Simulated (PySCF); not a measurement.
**CH₈N₂Si₂: a tour of settings**

Aim: see how CH₈N₂Si₂ (`CN1[SiH2]N[SiH2]1`) answers to the choice of functional, basis, grid and SCF options.

The runs use PySCF 2.14.0, with density-fitted response routines of our own; the level of theory stands in each step. All values are computed, except where a source is named. Atoms count from 0, in the outputs and in this text.

## Step 1: The starting structure

13 atoms, charge 0, multiplicity 1; geometry from: GFN2-xTB.

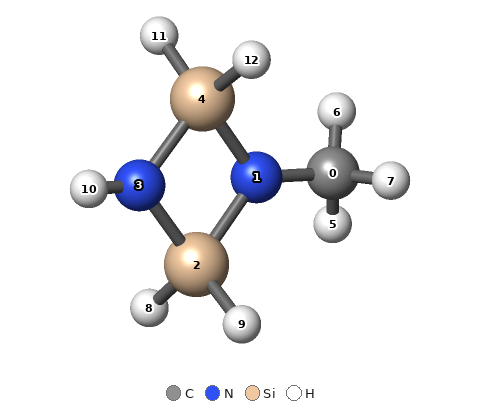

As it starts; carbon grey, nitrogen blue, silicon light orange, hydrogen white, atoms numbered.

## Step 2: Nuclear shieldings: PBE0/pcSseg-1

Job settings and geometry (Å):

```
{"job": {"kind": "nmr", "xc": "PBE0", "basis": "pcSseg-1"}, "charge": 0, "multiplicity": 1}
C     -1.788745    -0.443082     0.283368
N     -0.400966    -0.121327     0.130658
Si     0.931705    -1.048850    -0.503652
N      1.801183     0.438436    -0.262392
Si     0.453865     1.389011     0.292278
H     -1.904996    -1.497342     0.540993
H     -2.230841     0.158352     1.079819
H     -2.358932    -0.255773    -0.635444
H      1.336973    -2.152174     0.364486
H      0.807646    -1.452167    -1.904453
H      2.755561     0.684466    -0.442849
H      0.550665     1.856984     1.673436
H      0.042494     2.443952    -0.633976
```

Level: GIAO PBE0/pcSseg-1 NMR shielding, non-relativistic, gas phase.

Started as:

```sh
$ OMP_NUM_THREADS=1 python probes_run.py task.json out
```

This one command runs all jobs of the session in turn.

The log of the run:

```text
coarse grid: 11424 points
cycle   1  E = -730.9009993189  dE =  5.508e-01  |g| = 6.099e-01  |ddm| = 3.294e+00
cycle   2  E = -730.8025524105  dE =  9.845e-02  |g| = 8.980e-01  |ddm| = 1.380e+00
cycle   3  E = -730.9814016007  dE = -1.788e-01  |g| = 5.336e-02  |ddm| = 9.090e-01
cycle   4  E = -730.9818794306  dE = -4.778e-04  |g| = 2.404e-02  |ddm| = 5.916e-02
cycle   5  E = -730.9819895876  dE = -1.102e-04  |g| = 7.587e-03  |ddm| = 2.034e-02
cycle   6  E = -730.9819997569  dE = -1.017e-05  |g| = 2.329e-03  |ddm| = 7.054e-03
cycle   7  E = -730.9820009520  dE = -1.195e-06  |g| = 3.627e-04  |ddm| = 2.245e-03
final grid: 100024 points
cycle   8  E = -731.0048852899  dE = -1.381e-05  |g| = 7.150e-03  |ddm| = 1.633e-02
cycle   9  E = -731.0048751256  dE =  1.016e-05  |g| = 9.868e-03  |ddm| = 1.455e-02
cycle  10  E = -731.0048968008  dE = -2.168e-05  |g| = 8.703e-04  |ddm| = 8.739e-03
cycle  11  E = -731.0048969505  dE = -1.497e-07  |g| = 1.632e-04  |ddm| = 6.583e-04
cycle  12  E = -731.0048969557  dE = -5.111e-09  |g| = 4.083e-05  |ddm| = 1.328e-04
cycle  13  E = -731.0048969559  dE = -2.183e-10  |g| = 2.338e-05  |ddm| = 5.391e-05
converged SCF energy = -731.0048969559

GIAO shielding tensors (ppm)
atom      isotropic    diamagn.    paramagn.     s11        s22        s33       span
  0 C      155.773     240.322     -84.549    133.407    145.269    188.644     55.236
  1 N      253.944     328.773     -74.829    196.017    279.167    286.649     90.632
  2 Si     365.398     880.859    -515.461    339.435    345.617    411.142     71.707
  3 N      262.810     323.492     -60.683    214.797    273.471    300.161     85.364
  4 Si     365.404     880.864    -515.460    339.456    345.827    410.927     71.471
  5 H       29.040      28.459       0.581     24.277     27.053     35.789     11.512
  6 H       29.042      28.459       0.584     24.289     27.053     35.785     11.495
  7 H       28.662      28.205       0.457     23.267     26.806     35.912     12.645
  8 H       26.065      29.916      -3.850     23.150     23.503     31.543      8.394
  9 H       26.006      29.908      -3.902     23.287     23.471     31.259      7.972
 10 H       32.274      31.777       0.497     24.606     26.467     45.750     21.145
 11 H       26.063      29.909      -3.846     23.146     23.500     31.542      8.396
 12 H       26.005      29.912      -3.907     23.285     23.467     31.262      7.977
```

Wall time 14 s (1 thread of Arm Neoverse V1, shared host); peak memory 0.68 GiB.

The references, computed at this level on geometries of the same kind, shield at (ppm): 1H TMS 31.72, 13C TMS 186.9, 29Si TMS 349.2, 15N NH3 267.7. Their shielding less the atom's gives the shift. The references are single molecules in the gas phase, so shifts against H2O, NH3, PH3, H3PO4 or CFCl3 are not on the usual liquid scales and can be off by tens of ppm. Atoms listed in one row are averaged.

| atoms | environment | σ (ppm) | δ (ppm) | δ scaled to CDCl3 |
| --- | --- | --- | --- | --- |
| C0 | methyl carbon bonded to N | 155.8 | 31.2 | 28.5 |
| H8, H9, H11, H12 | hydrogen on a silicon bonded to 2 N, in a 4-membered ring | 26.03 | 5.68 | – |
| H5, H6, H7 | hydrogen on a methyl carbon bonded to N | 28.91 | 2.80 | 2.75 |
| H10 | hydrogen on a nitrogen bonded to 2 Si, in a 4-membered ring | 32.27 | -0.56 | – |
| N1 | nitrogen bonded to C, 2 Si, in a 4-membered ring | 253.9 | 13.8 | – |
| N3 | nitrogen bonded to 2 Si, H, in a 4-membered ring | 262.8 | 4.9 | – |
| Si2, Si4 | silicon bonded to 2 N, 2 H, in a 4-membered ring | 365.4 | -16.2 | – |

The scaled column applies a straight-line fit of computed shieldings to shifts measured in CDCl3 (root-mean-square error 0.16 ppm for H, 1.9 ppm for C).

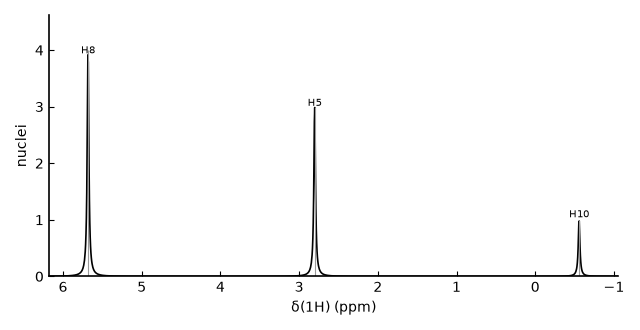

1H lines at the computed shifts, without couplings. Lines are broadened to a width of 0.02 ppm (Lorentzian).

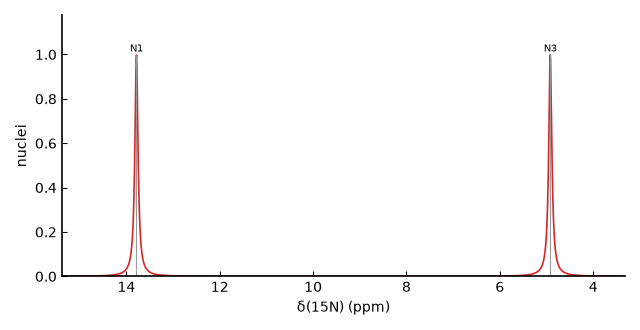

15N lines at the computed shifts, without couplings. Lines are broadened to a width of 0.08 ppm (Lorentzian).

The run also stored atomic charges by several schemes (e):

| atoms | Mulliken | IAO | Hirshfeld | ESP fit |
| --- | --- | --- | --- | --- |
| C0 | -0.02 | -0.29 | -0.07 | -0.37 |
| N1 | -0.92 | -0.79 | -0.27 | -0.48 |
| Si2, Si4 | 0.88 | 1.03 | 0.41 | 0.91 |
| N3 | -0.78 | -0.96 | -0.35 | -1.09 |

ESP fit charges:

C0 -0.37; N1 -0.48; Si2 0.92; N3 -1.09; Si4 0.91; H5 0.14; H6 0.13; H7 0.12; H8 -0.18; H9 -0.18; H10 0.43; H11 -0.18; H12 -0.18

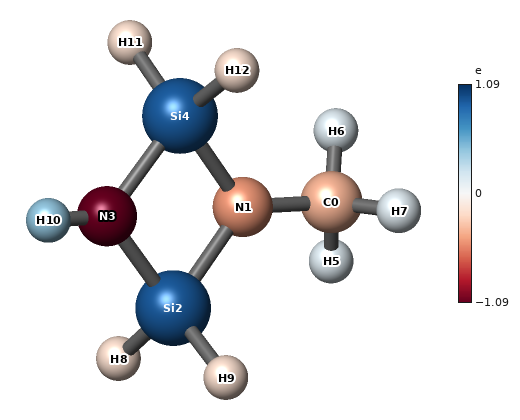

ESP fit charges, as colours on the atoms.

Mayer bond orders: C0–N1 0.94, N1–Si2 0.93, Si2–N3 0.96, N3–Si4 0.96, Si4–N1 0.93.

Ring of atoms N1, Si2, N3, Si4: NICS(0) -8.1, NICS(1) -1.4, NICS(1)zz 0.1 ppm (means of both faces).

## Step 3: Ultraviolet spectrum: PBE0/def2-SVPD

Same as in step 2 but for these lines:

```diff
@@ -1,2 +1,2 @@
-{"job": {"kind": "nmr", "xc": "PBE0", "basis": "pcSseg-1"}, "charge": 0, "multiplicity": 1}
+{"job": {"kind": "uv", "xc": "PBE0", "basis": "def2-SVPD", "nstates": 6, "ntriplets": 2}, "charge": 0, "multiplicity": 1}
 C     -1.788745    -0.443082     0.283368
```

Method: TDDFT PBE0/def2-SVPD, vertical, gas phase, core orbitals frozen in the response.

The log of the run:

```text
coarse grid: 11424 points
cycle   1  E = -730.6021552248  dE =  5.178e-01  |g| = 5.857e-01  |ddm| = 4.683e+00
cycle   2  E = -730.4870400681  dE =  1.151e-01  |g| = 9.081e-01  |ddm| = 1.631e+00
cycle   3  E = -730.6801084751  dE = -1.931e-01  |g| = 5.407e-02  |ddm| = 9.576e-01
cycle   4  E = -730.6806714953  dE = -5.630e-04  |g| = 2.603e-02  |ddm| = 1.019e-01
cycle   5  E = -730.6808145705  dE = -1.431e-04  |g| = 7.078e-03  |ddm| = 3.393e-02
cycle   6  E = -730.6808238582  dE = -9.288e-06  |g| = 2.724e-03  |ddm| = 1.080e-02
final grid: 100024 points
cycle   7  E = -730.7640997138  dE = -1.184e-05  |g| = 7.475e-03  |ddm| = 7.822e-02
cycle   8  E = -730.7640825116  dE =  1.720e-05  |g| = 1.155e-02  |ddm| = 1.913e-02
cycle   9  E = -730.7641122817  dE = -2.977e-05  |g| = 5.496e-04  |ddm| = 1.117e-02
cycle  10  E = -730.7641123531  dE = -7.142e-08  |g| = 1.171e-04  |ddm| = 6.991e-04
cycle  11  E = -730.7641123561  dE = -3.036e-09  |g| = 5.803e-05  |ddm| = 2.455e-04
cycle  12  E = -730.7641123569  dE = -7.258e-10  |g| = 1.345e-05  |ddm| = 8.040e-05
converged SCF energy = -730.7641123569

Static polarisability (au): isotropic 74.980, principal 65.767 76.694 82.480

Singlet excitations
state   eV       nm        f      main configurations
  1   4.5985    269.6   0.00406   H->L 0.99
  2   5.3229    232.9   0.00418   H-1->L 0.98
  3   5.9269    209.2   0.00950   H->L+1 0.94
  4   6.2175    199.4   0.00158   H->L+2 0.98
  5   6.6552    186.3   0.01579   H->L+3 0.93
  6   6.6699    185.9   0.00925   H-1->L+1 0.92

Triplet excitations (Tamm-Dancoff, eV): 4.4131 5.0760
```

Wall time 17 s (1 thread of Arm Neoverse V1, shared host); peak memory 0.72 GiB.

The orbitals next to the gap, with their largest atomic shares:

| orbital | eV | atoms |
| --- | --- | --- |
| HOMO−3 | -9.71 | Si2 22 %, Si4 22 %, H9 13 % |
| HOMO−2 | -8.85 | N1 34 %, C0 12 %, Si4 12 % |
| HOMO−1 | -7.22 | N3 46 %, Si2 12 %, Si4 12 % |
| HOMO | -6.48 | N1 52 %, N3 14 %, C0 11 % |
| LUMO | -0.53 | Si4 20 %, Si2 20 %, N3 8 % |
| LUMO+1 | 0.70 | Si4 27 %, Si2 27 %, C0 7 % |
| LUMO+2 | 1.09 | Si4 26 %, Si2 26 %, H9 7 % |

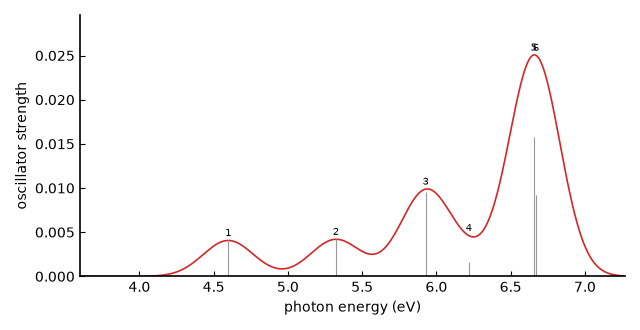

Absorption spectrum from the 6 singlet states computed; above the last one it falls off for lack of states. Lines are broadened to a width of 0.40 eV (Gaussian).

Ground-state properties from the same run:

| property | computed |
| --- | --- |
| dipole moment (D) | 0.19 |
| polarisability (Å³) | 11.11 |
| HOMO–LUMO gap (eV) | 5.95 |
| −ε(HOMO) (eV) | 6.48 |

## Step 4: Nuclear shieldings: OLYP/pcSseg-1

Same as in step 3 but for these lines:

```diff
@@ -1,2 +1,2 @@
-{"job": {"kind": "uv", "xc": "PBE0", "basis": "def2-SVPD", "nstates": 6, "ntriplets": 2}, "charge": 0, "multiplicity": 1}
+{"job": {"kind": "nmr", "xc": "OLYP", "basis": "pcSseg-1", "pop": false}, "charge": 0, "multiplicity": 1}
 C     -1.788745    -0.443082     0.283368
```

Level: GIAO OLYP/pcSseg-1 NMR shielding, non-relativistic, gas phase.

The log of the run:

```text
coarse grid: 11424 points
cycle   1  E = -731.2018116002  dE =  4.904e-01  |g| = 7.543e-01  |ddm| = 3.362e+00
cycle   2  E = -730.7848029779  dE =  4.170e-01  |g| = 1.506e+00  |ddm| = 2.651e+00
cycle   3  E = -731.3314183934  dE = -5.466e-01  |g| = 1.100e-01  |ddm| = 2.064e+00
cycle   4  E = -731.3337653394  dE = -2.347e-03  |g| = 6.128e-02  |ddm| = 1.545e-01
cycle   5  E = -731.3345139213  dE = -7.486e-04  |g| = 1.746e-02  |ddm| = 5.409e-02
cycle   6  E = -731.3345645012  dE = -5.058e-05  |g| = 8.927e-03  |ddm| = 2.330e-02
cycle   7  E = -731.3345832463  dE = -1.875e-05  |g| = 7.143e-04  |ddm| = 8.824e-03
cycle   8  E = -731.3345833497  dE = -1.034e-07  |g| = 9.757e-05  |ddm| = 7.243e-04
final grid: 100024 points
cycle   9  E = -731.3506723192  dE = -6.857e-05  |g| = 1.080e-02  |ddm| = 2.868e-02
cycle  10  E = -731.3506589449  dE =  1.337e-05  |g| = 1.114e-02  |ddm| = 1.725e-02
cycle  11  E = -731.3506849429  dE = -2.600e-05  |g| = 3.386e-03  |ddm| = 1.303e-02
cycle  12  E = -731.3506872624  dE = -2.319e-06  |g| = 8.791e-04  |ddm| = 3.486e-03
cycle  13  E = -731.3506874261  dE = -1.637e-07  |g| = 8.404e-05  |ddm| = 6.950e-04
cycle  14  E = -731.3506874277  dE = -1.528e-09  |g| = 2.569e-05  |ddm| = 1.506e-04
cycle  15  E = -731.3506874278  dE = -1.780e-10  |g| = 8.843e-06  |ddm| = 4.167e-05
converged SCF energy = -731.3506874278

GIAO shielding tensors (ppm)
atom      isotropic    diamagn.    paramagn.     s11        s22        s33       span
  0 C      151.089     239.750     -88.661    127.688    139.825    185.753     58.065
  1 N      244.220     327.887     -83.667    186.084    267.945    278.630     92.546
  2 Si     368.577     881.796    -513.219    338.238    350.787    416.706     78.468
  3 N      259.061     321.401     -62.340    211.529    272.149    293.506     81.977
  4 Si     368.583     881.801    -513.218    338.257    350.988    416.503     78.246
  5 H       29.007      28.558       0.449     24.498     27.023     35.500     11.003
  6 H       29.010      28.558       0.452     24.510     27.024     35.495     10.985
  7 H       28.538      28.248       0.291     23.323     26.706     35.586     12.263
  8 H       25.941      30.097      -4.156     23.001     23.488     31.334      8.333
  9 H       25.856      30.082      -4.226     23.106     23.449     31.014      7.908
 10 H       32.350      31.963       0.387     24.955     26.867     45.229     20.275
 11 H       25.938      30.091      -4.152     22.998     23.485     31.333      8.335
 12 H       25.855      30.086      -4.232     23.102     23.444     31.017      7.915
```

Run time: 18 s. Hardware: 1 thread of Arm Neoverse V1, shared host; peak memory 0.67 GiB.

In short: δ C0 32.2, N1 22.8, N3 8.0, Si2 -24.0, H8 5.84, H5 2.89 ppm (means over like atoms).

## Step 5: Shielding tensors: PBE0/aug-pcSseg-1

Same as in step 4 but for these lines:

```diff
@@ -1,2 +1,2 @@
-{"job": {"kind": "nmr", "xc": "OLYP", "basis": "pcSseg-1", "pop": false}, "charge": 0, "multiplicity": 1}
+{"job": {"kind": "nmr", "xc": "PBE0", "basis": "aug-pcSseg-1", "pop": false, "grid": 4, "scf": {"guess": "atom"}}, "charge": 0, "multiplicity": 1}
 C     -1.788745    -0.443082     0.283368
```

Level: GIAO PBE0/aug-pcSseg-1 NMR shielding, non-relativistic, gas phase.

The log of the run:

```text
final grid: 267864 points
cycle   1  E = -730.4339774595  dE =  1.724e+00  |g| = 1.626e+00  |ddm| = 6.612e+00
cycle   2  E = -727.6542682121  dE =  2.780e+00  |g| = 3.104e+00  |ddm| = 1.508e+02
cycle   3  E = -730.9426817503  dE = -3.288e+00  |g| = 5.287e-01  |ddm| = 1.507e+02
cycle   4  E = -730.9956123465  dE = -5.293e-02  |g| = 3.148e-01  |ddm| = 1.309e+00
cycle   5  E = -731.0151096616  dE = -1.950e-02  |g| = 8.294e-02  |ddm| = 4.718e-01
cycle   6  E = -731.0164507979  dE = -1.341e-03  |g| = 2.481e-02  |ddm| = 1.392e-01
cycle   7  E = -731.0165923801  dE = -1.416e-04  |g| = 3.906e-03  |ddm| = 3.316e-02
cycle   8  E = -731.0165956078  dE = -3.228e-06  |g| = 1.048e-03  |ddm| = 7.202e-03
cycle   9  E = -731.0165958510  dE = -2.432e-07  |g| = 1.444e-04  |ddm| = 2.236e-03
cycle  10  E = -731.0165958558  dE = -4.776e-09  |g| = 2.766e-05  |ddm| = 4.298e-04
cycle  11  E = -731.0165958560  dE = -2.237e-10  |g| = 3.925e-06  |ddm| = 1.168e-04
converged SCF energy = -731.0165958560

GIAO shielding tensors (ppm)
atom      isotropic    diamagn.    paramagn.     s11        s22        s33       span
  0 C      155.878     273.260    -117.382    133.939    144.576    189.119     55.180
  1 N      243.585     325.431     -81.846    195.425    263.127    272.203     76.778
  2 Si     363.857     884.904    -521.047    338.780    343.975    408.817     70.037
  3 N      253.548     310.253     -56.705    212.437    263.368    284.840     72.403
  4 Si     363.871     884.919    -521.048    338.831    344.169    408.611     69.779
  5 H       28.918      29.421      -0.503     24.198     27.097     35.460     11.262
  6 H       28.921      29.404      -0.483     24.208     27.097     35.456     11.247
  7 H       28.566      26.377       2.189     23.476     26.680     35.543     12.068
  8 H       25.946      30.104      -4.158     23.247     23.430     31.159      7.912
  9 H       25.859      30.818      -4.959     23.243     23.503     30.831      7.587
 10 H       31.902      36.628      -4.726     24.474     26.370     44.862     20.388
 11 H       25.942      30.098      -4.156     23.243     23.427     31.157      7.914
 12 H       25.858      30.826      -4.969     23.241     23.498     30.834      7.593
```

Run time: 54 s. Hardware: 1 thread of Arm Neoverse V1, shared host; peak memory 0.82 GiB.

Key values: δ C0 31.5, N1 15.9, N3 6.0, Si2 -14.8, H8 5.76, H5 2.86 ppm (means over like atoms).

## Step 6: Shielding tensors: HCTH407/Sadlej pVTZ in acetone

Same as in step 5 but for these lines:

```diff
@@ -1,2 +1,2 @@
-{"job": {"kind": "nmr", "xc": "PBE0", "basis": "aug-pcSseg-1", "pop": false, "grid": 4, "scf": {"guess": "atom"}}, "charge": 0, "multiplicity": 1}
+{"job": {"kind": "nmr", "xc": "HCTH407", "basis": "Sadlej pVTZ", "solvent": "acetone", "pop": false}, "charge": 0, "multiplicity": 1}
 C     -1.788745    -0.443082     0.283368
```

With the program's defaults for keys left out, this is: GIAO HCTH407/Sadlej pVTZ NMR shielding, non-relativistic, IEF-PCM acetone.

The log of the run:

```text
coarse grid: 11424 points
cycle   1  E = -731.3751760212  dE =  5.062e-01  |g| = 7.880e-01  |ddm| = 1.522e+01
cycle   2  E = -730.7871847350  dE =  5.880e-01  |g| = 1.705e+00  |ddm| = 4.151e+00
cycle   3  E = -731.5173979929  dE = -7.302e-01  |g| = 1.246e-01  |ddm| = 3.087e+00
cycle   4  E = -731.5201167482  dE = -2.719e-03  |g| = 7.858e-02  |ddm| = 6.627e-01
cycle   5  E = -731.5214389205  dE = -1.322e-03  |g| = 2.023e-02  |ddm| = 2.226e-01
cycle   6  E = -731.5215089412  dE = -7.002e-05  |g| = 1.017e-02  |ddm| = 5.560e-02
cycle   7  E = -731.5215336347  dE = -2.469e-05  |g| = 8.630e-04  |ddm| = 2.102e-02
cycle   8  E = -731.5215338080  dE = -1.733e-07  |g| = 1.998e-04  |ddm| = 5.554e-03
final grid: 100024 points
cycle   9  E = -731.5328599868  dE = -6.496e-05  |g| = 4.993e-03  |ddm| = 3.284e-01
cycle  10  E = -731.5328485322  dE =  1.145e-05  |g| = 8.611e-03  |ddm| = 3.204e-02
cycle  11  E = -731.5328647649  dE = -1.623e-05  |g| = 1.095e-03  |ddm| = 1.872e-02
cycle  12  E = -731.5328650105  dE = -2.456e-07  |g| = 4.638e-04  |ddm| = 2.905e-03
cycle  13  E = -731.5328650639  dE = -5.343e-08  |g| = 6.789e-05  |ddm| = 1.097e-03
cycle  14  E = -731.5328650647  dE = -8.333e-10  |g| = 3.425e-05  |ddm| = 2.115e-04
cycle  15  E = -731.5328650650  dE = -2.647e-10  |g| = 2.621e-06  |ddm| = 7.078e-05
converged SCF energy = -731.5328650650

GIAO shielding tensors (ppm)
atom      isotropic    diamagn.    paramagn.     s11        s22        s33       span
  0 C      158.747     124.621      34.125    133.426    139.568    203.247     69.820
  1 N      243.624     206.666      36.958    188.973    263.999    277.899     88.926
  2 Si     368.857     903.395    -534.538    341.471    351.336    413.766     72.295
  3 N      262.959     243.703      19.256    219.259    276.199    293.420     74.161
  4 Si     368.875     903.397    -534.522    341.509    351.552    413.563     72.054
  5 H       29.263      24.875       4.388     25.044     27.184     35.562     10.518
  6 H       29.266      24.879       4.388     25.056     27.184     35.558     10.502
  7 H       28.842      24.284       4.558     24.038     26.822     35.666     11.628
  8 H       25.804      30.269      -4.465     23.063     23.359     30.991      7.928
  9 H       25.725      30.240      -4.516     23.107     23.408     30.659      7.552
 10 H       31.740      44.168     -12.428     25.372     25.827     44.021     18.649
 11 H       25.802      30.249      -4.447     23.060     23.356     30.989      7.929
 12 H       25.724      30.243      -4.519     23.104     23.404     30.663      7.559
```

Wall time 24 s (1 thread of Arm Neoverse V1, shared host); peak memory 0.78 GiB.

In short: σ C0 158.7, N1 243.6, N3 263.0, Si2 368.9, H8 25.76, H5 29.12 ppm (means over like atoms).

## Step 7: Side by side: NMR shifts

Isotropic shieldings (ppm), means over like atoms, with basis size and wall time:

| run | C0 | H8 | H5 | H10 | N1 | N3 | Si2 | functions | time |
| --- | --- | --- | --- | --- | --- | --- | --- | --- | --- |
| PBE0/pcSseg-1 | 155.8 | 26.03 | 28.91 | 32.27 | 253.9 | 262.8 | 365.4 | 139 | 14 s |
| OLYP/pcSseg-1 | 151.1 | 25.90 | 28.85 | 32.35 | 244.2 | 259.1 | 368.6 | 139 | 18 s |
| PBE0/aug-pcSseg-1 | 155.9 | 25.90 | 28.80 | 31.90 | 243.6 | 253.5 | 363.9 | 216 | 54 s |
| HCTH407/Sadlej pVTZ in acetone | 158.7 | 25.76 | 29.12 | 31.74 | 243.6 | 263.0 | 368.9 | 208 | 24 s |

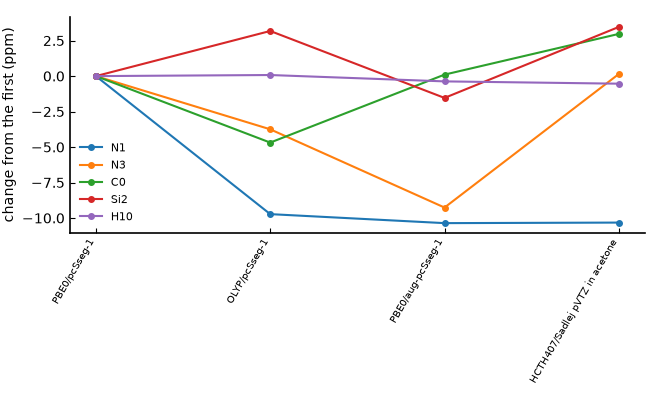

How five of the tabulated atoms move from run to run.

## Step 8: What came out

| quantity | value |
| --- | --- |
| 13C shifts against TMS (PBE0/pcSseg-1) | 31.2 ppm |
| 1H shifts against TMS (PBE0/pcSseg-1, means over atoms taken as alike) | 5.68, 2.80, -0.56 ppm |
| 15N shifts against NH3 (PBE0/pcSseg-1) | 13.8, 4.9 ppm |
| 29Si shifts against TMS (PBE0/pcSseg-1, means over atoms taken as alike) | -16.2 ppm |
| lowest singlet (PBE0/def2-SVPD) | 4.60 eV (270 nm), f = 0.004 |
| brightest single state of those computed | state 5, 6.66 eV, f = 0.016 |
| lowest triplet | 4.41 eV |
| range of the shielding of N1 | 243.6 to 253.9 ppm |

In words: Single values in the summary come from the first run of each kind that ended normally (PBE0/pcSseg-1; PBE0/def2-SVPD), which need not be the best level. The lowest singlet, at 4.60 eV, is HOMO→LUMO 0.99 and is weak; of the 6 states computed, the strongest absorption comes from states 5 to 6 together at 6.66 eV (the last computed, so partners may be missing). The lowest triplet lies 0.19 eV below the lowest singlet (triplets in Tamm-Dancoff, singlets in full TDDFT). States above −ε(HOMO) lie where TDDFT describes them poorly and they hang on the basis; the brightest is among them. Across the 4 runs the shielding of N1 moves most, between 243.6 (PBE0/aug-pcSseg-1) and 253.9 ppm (PBE0/pcSseg-1).
